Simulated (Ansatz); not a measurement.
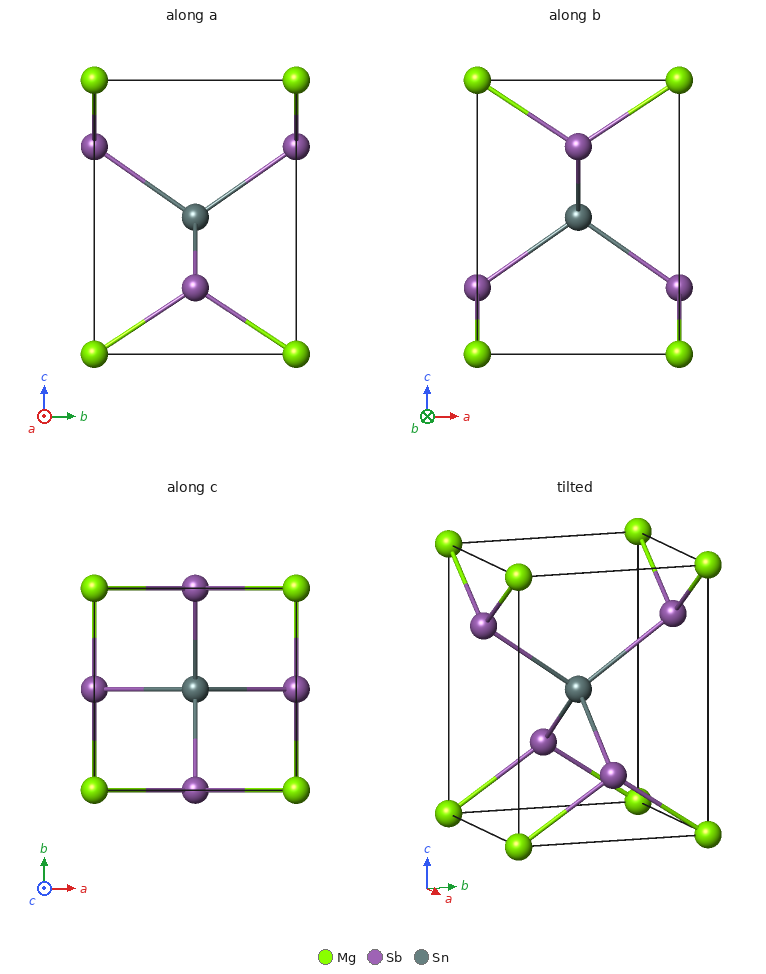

A ball-and-stick rendering, viewed along the a axis, along the b axis, along the c axis and slightly off an axis. The frame is the conventional unit cell; atoms at its boundary are shown with their periodic copies.

Lattice parameters: a = 4.8305 Å, b = 4.8305 Å, c = 6.5552 Å, α = 90.000°, β = 90.000°, γ = 90.000°.

Question: Express the structure as a CIF in P1 with every atom of the cell, with free fractional coordinates to two decimals.

Answer:
```cif
data_structure
_symmetry_space_group_name_H-M 'P 1'
_symmetry_Int_Tables_number 1
_cell_length_a 4.8305
_cell_length_b 4.8305
_cell_length_c 6.5552
_cell_angle_alpha 90.000
_cell_angle_beta 90.000
_cell_angle_gamma 90.000
_cell_volume 152.96
loop_
_atom_site_label
_atom_site_type_symbol
_atom_site_fract_x
_atom_site_fract_y
_atom_site_fract_z
_atom_site_occupancy
Mg1 Mg 0.00 0.00 0.00 1
Sb1 Sb 0.00 0.50 0.24 1
Sn1 Sn 0.50 0.50 0.50 1
Sb2 Sb 0.50 0.00 0.76 1
```

The cell started as a structure type filled with these elements by a generator (whether the compound takes this form wasn't checked). The cell was then strained or its atoms displaced on purpose. It went into a calculation with Ansatz.
